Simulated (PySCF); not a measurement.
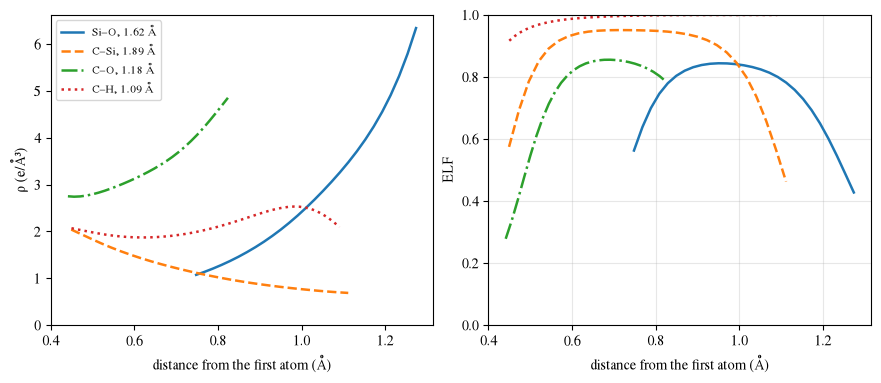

Figure. C2H5O2Si (SMILES CO[SiH2][C]=O) (doublet). Total electron density and ELF along straight lines between neighbouring atoms. The curves leave out the atomic cores.

Geometry: GFN2-xTB.

Level of theory: UKS B3LYP, pcH-1 on C H O Si, non-relativistic, mean-field spin-orbit, GIAO (PySCF).

```csv
atom,x (Å),y (Å),z (Å)
C,1.6002,-0.2064,-0.3293
O,0.3375,-0.6594,-0.7143
Si,-1.1247,-0.4436,-0.0571
C,-1.4624,1.4175,-0.1148
O,-1.9601,2.2637,0.5348
H,1.6112,0.8818,-0.2286
H,2.3131,-0.5021,-1.1001
H,1.8995,-0.6509,0.6233
H,-1.9955,-0.9893,-1.0832
H,-1.2097,-1.1067,1.2495
```

Question: What kind of bonding do the profiles show?

Answer: Si–O (1.62 Å): ρ at the midpoint is about 1.3 e/Å³; the ELF peaks at about 0.85 between the atoms; a short, strongly polar bond.
C–Si (1.89 Å): ρ is about 0.82 e/Å³ halfway; the ELF peaks at about 0.95 between the atoms: a shared electron pair.
C–O (1.18 Å): the density is about 3.1 e/Å³ at the midpoint, with its minimum of 2.7 e/Å³ about 0.5 Å from C; the ELF peaks at about 0.85 between the atoms: a multiple bond.
C–H (1.09 Å): ρ is about 1.9 e/Å³ halfway; the ELF is about 1 at the midpoint; a covalent bond by its length.
